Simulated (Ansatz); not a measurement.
```yaml
atoms:
  - { symbol: Ti, position_ang: [0.0414, -0.0275, 0.1008] }
  - { symbol: Cl, position_ang: [0.1307, 0.1761, 2.2876] }
  - { symbol: F, position_ang: [1.6359, 0.0042, -0.5921] }
  - { symbol: F, position_ang: [-0.9063, 1.2839, -0.5383] }
  - { symbol: O, position_ang: [-0.7231, -1.5477, -0.3256] }
  - { symbol: H, position_ang: [-1.5781, -1.9949, -0.2876] }
```

Method: RKS r2SCAN-D4/def2-SVP (Ansatz 0.2.0).

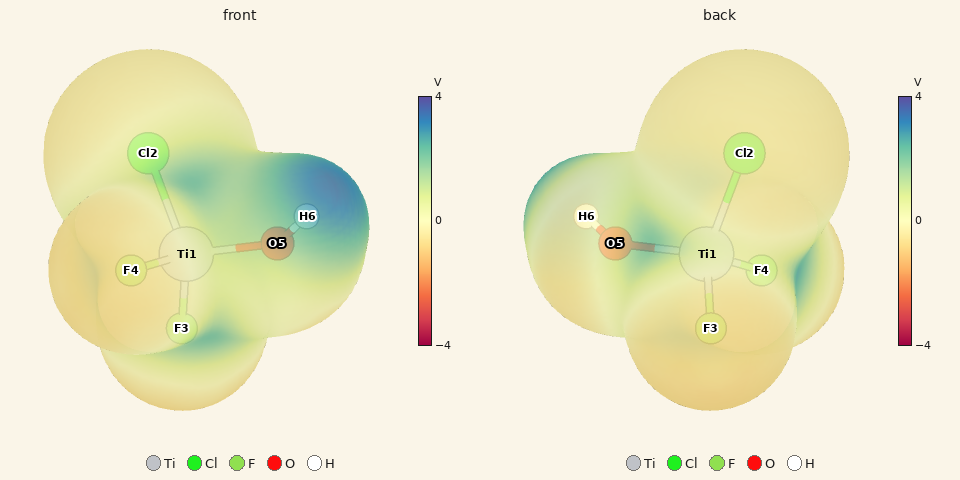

ClF2HOTi. The molecular electrostatic potential painted on the density surface at 0.002 e/bohr³, seen from the front and from behind; the colour scale runs from red (negative) to blue (positive).

Which sites attract a positive test charge, and which a negative one?

A positive charge is drawn to the negative regions and a negative charge to the positive ones. The most negative region (about −0.9 V, or −21 kcal/mol for a unit charge) lies over F3, the most positive (about +3.3 V, or +76 kcal/mol for a unit charge) over H6.
